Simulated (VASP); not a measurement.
Band structure of Li₂O (antifluorite). Method: r2SCAN meta-GGA, VASP's PBE PAW potentials (set 64) (plane waves; VASP 6.6.1).

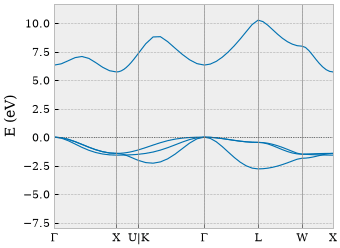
Figure. Bands along high-symmetry lines, zero at the valence-band maximum or, without a gap, the Fermi level

Read the plot: is there a gap, and where are the band edges?

The gap is indirect, 5.72 eV, from the valence maximum at Γ to the conduction minimum at X.

Measured: gap 8.00 eV (computed value off by -2.28 eV), as given by Das et al., (2018), arXiv:1807.05623.

The compound is Li2O in the antifluorite structure. It was relaxed first.
